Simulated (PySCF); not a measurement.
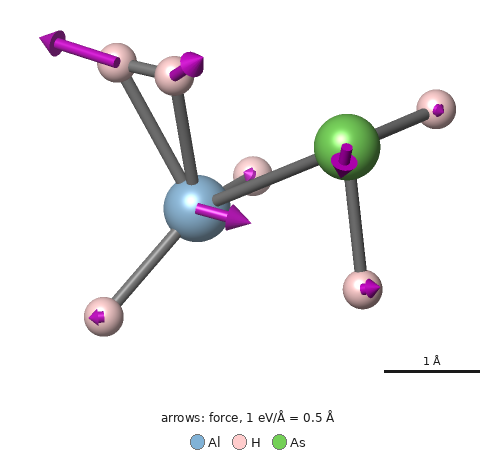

Starting geometry of AlAsH6 (started from a transition state, displaced along its imaginary mode) with the computed forces as purple arrows. The picture is a ball-and-stick view, seen at a tilt.

All numbers below come from RKS PBE0-D4/def2-TZVP, density fitting (PySCF). 

Q: Is this structure relaxed? If not, where do the atoms go?

A: It isn't relaxed: the largest force vector, on an H atom, is 2.06 eV/Å. The final displacements follow the starting forces only in part (cosine between the two patterns 0.36). The energy falls by 75.1 kJ/mol in 22 geometry steps. An H atom moves most after the best rigid fit: 0.77 Å. By element the largest moves are H 0.77 Å, As 0.33 Å, Al 0.26 Å. Among the contacts that change: As–H 2.222 → 3.142 Å, Al–H 1.715 → 2.236 Å, Al–H 1.827 → 2.243 Å, Al–As 2.631 → 2.444 Å. Bonds break: Al–H (1.72 → 2.24 Å). Bond angles that change, for instance: Al–As–H 71.2° → 90.5°, Al–As–H 82.3° → 90.9°, H–Al–As 111.1° → 119.4°. Groups turn about Al–As by about 25°. Cost: 100 s on 4 threads of Arm Neoverse V2, on a shared host.
